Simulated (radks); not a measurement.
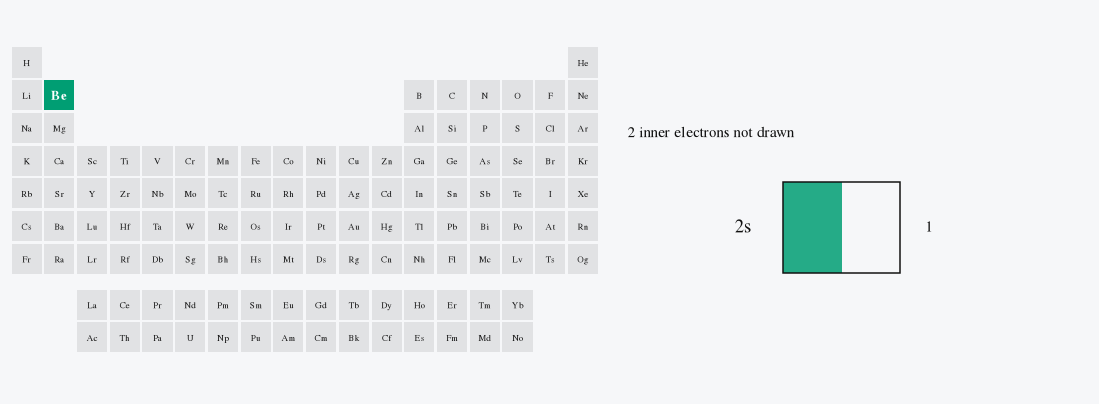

*Left, the place of beryllium in the periodic table; right, the outer shells as the input fills them: a box for each of the 2l + 1 orbitals, shaded by the share of the shell that is filled, with the electron count at the right.*

# Run report: Be⁺, atomic calculation

System: Be⁺ (Z = 4, 3 electrons) in the configuration [He] 2s1 (high spin).
Method: scalar-relativistic Kohn-Sham, RPBE, spin-polarised, spherical densities, finite nucleus (the in-house radial solver radks).

Key numbers:

```tsv
quantity	value
outcome	converged
total energy	−14.343639 hartree
kinetic energy	14.298487 hartree
electron–nucleus energy	−31.912361 hartree
Hartree energy	5.836495 hartree
exchange–correlation energy	−2.566259 hartree
radius at density 0.001 e/bohr³	3.42 bohr
SCF iterations	19
hardware	1 CPU thread, shared host
```

The input:
```
Z 4
configuration [He] 2s1
relativity scalar-relativistic
functional rpbe,pbe
spin polarised
nucleus finite rms 2.519 fm
c 137.035999084
```

Energies in input and log are in hartree, lengths in bohr (the nuclear radius in fm).

Log:
```
1s      1   1.0000          -4.33645974
2s      1   1.0000          -0.53302657
1s      2   1.0000          -4.31930113
2s      2   0.0000          -0.38545805
Etot -14.343639005257874
Ekin 14.298486639861656
Encl -31.91236124529663
Eh 5.836494972285448
Exc -2.5662593721083473
err 7.931982114746175e-10
it 19
```

Orbitals:

| orbital | occupation | energy (eV) | ⟨r⟩ (bohr) | outer maximum (bohr) |
| --- | --- | --- | --- | --- |
| 1s up | 1 | −118.001 | 0.4185 | 0.265 |
| 1s down | 1 | −117.534 | 0.4191 | 0.266 |
| 2s up | 1 | −14.504 | 2.255 | 1.87 |

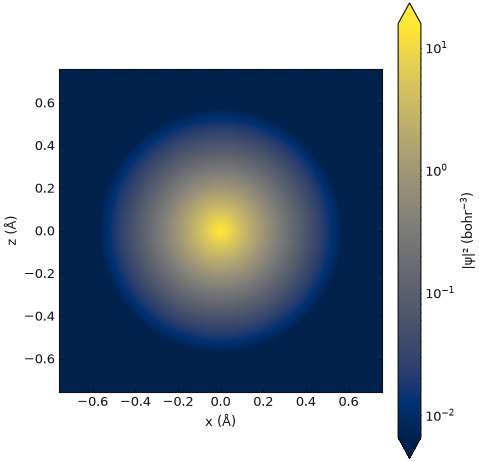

*The 1s orbital of up spin. The radial function comes from the spherical calculation and is multiplied by a real spherical harmonic; the overall sign is chosen so that the largest lobe of P(r) is positive; at the scalar-relativistic level it is the large component. In the xz plane through the nucleus, the colour gives |ψ|² on a logarithmic scale. (1 bohr = 0.529 Å.)*

It has no angular node and no radial node. The maximum of P² lies at 0.265 bohr, ⟨r⟩ = 0.419 bohr, 90 % of the charge lies within 0.755 bohr, and the eigenvalue is −118.0 eV, with 1 electron in the shell for this spin.

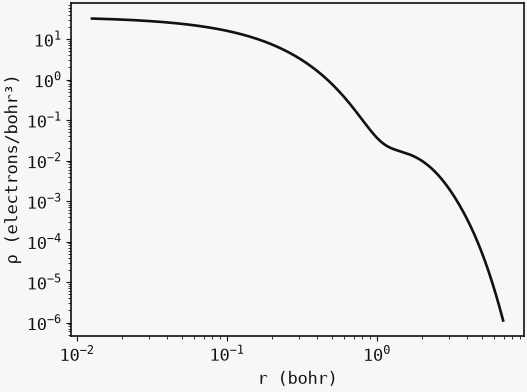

*The electron density ρ(r) on a logarithmic scale.*

The density falls from 32 electrons/bohr³ at the inner end (r = 0.013 bohr) to 0.001 at r = 3.42 bohr, a common measure of the size of an atom or ion. The highest occupied orbital, 2s up (⟨r⟩ = 2.26 bohr, −14.5 eV), is also the most diffuse and sets the fall-off far out: over the last part drawn ln ρ falls by 2.0 per bohr, against 2√(−2ε) = 2.1 for the pure exponential. The steps in the slope mark the shells; the radial density has its minima at 1.2 bohr.
